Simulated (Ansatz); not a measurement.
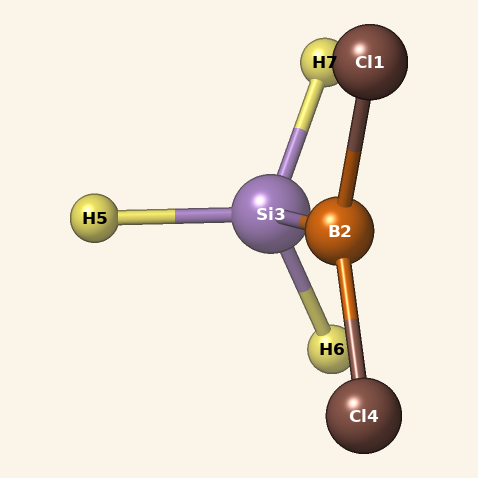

Si3 lies behind B2. The molecule seen a little off the B2–Si3 bond, B2 in front. Atoms fade into the background with distance from the viewer. The computed structure is the end point of a PBE0-D4/def2-TZVP optimisation. No frequency run is at hand to confirm it as a minimum.

> What is the torsion angle Cl1–B2–Si3–H5? The sign is positive where the front bond must turn clockwise to cover the back bond.

−92°, about perpendicular.
